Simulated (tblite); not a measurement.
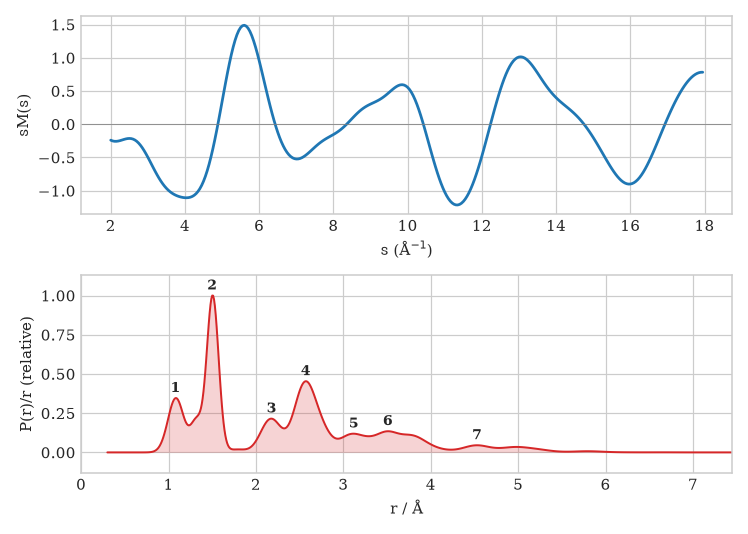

Simulated gas electron diffraction: reduced molecular intensity sM(s) from the Debye equation in the first Born approximation (top) and the radial distribution curve (bottom) of C₇H₁₂. Each pair of atoms contributes with weight ZᵢZⱼ/r; damping constant 0.001 Å²; vibrational amplitudes assumed, not computed: 0.05 Å for bonds, 0.078 Å for bonds to H, 0.06 + 0.015 r up to 0.15 Å for other pairs. The geometry is the end point of an optimisation (GFN2-xTB geometry optimisation, gas phase (tblite 0.8.0)); it may be a saddle point or a higher isomer.

Q: Assign the numbered peaks of the radial distribution curve (– bonded, ··· not bonded).

A: Peak 1, 1.08 Å: C–H 1.08–1.09 Å (×12)
Peak 2, 1.50 Å: C–C 1.50–1.52 Å (×6); in its flanks C–C 1.32 Å
Peak 3, 2.18 Å: C···H 2.09–2.23 Å (×19), not resolved
Peak 4, 2.57 Å: C···C 2.49–2.60 Å (×7), C···H 2.62–2.80 Å (×15), not resolved
Peak 5, 3.12 Å: C···H 3.05–3.25 Å (×7), C···C 3.06–3.27 Å (×2), not resolved
Peak 6, 3.51 Å: C···H 3.44–3.50 Å (×12), H···H 3.47–3.79 Å (×17), C···C 3.56–3.73 Å (×2), not resolved; in its flanks C···C 3.82 Å, C···H 3.88–4.13 Å
Peak 7, 4.53 Å: H···H 4.28–4.75 Å (×6), C···H 4.43–4.75 Å (×5), C···C 4.53 Å, not resolved
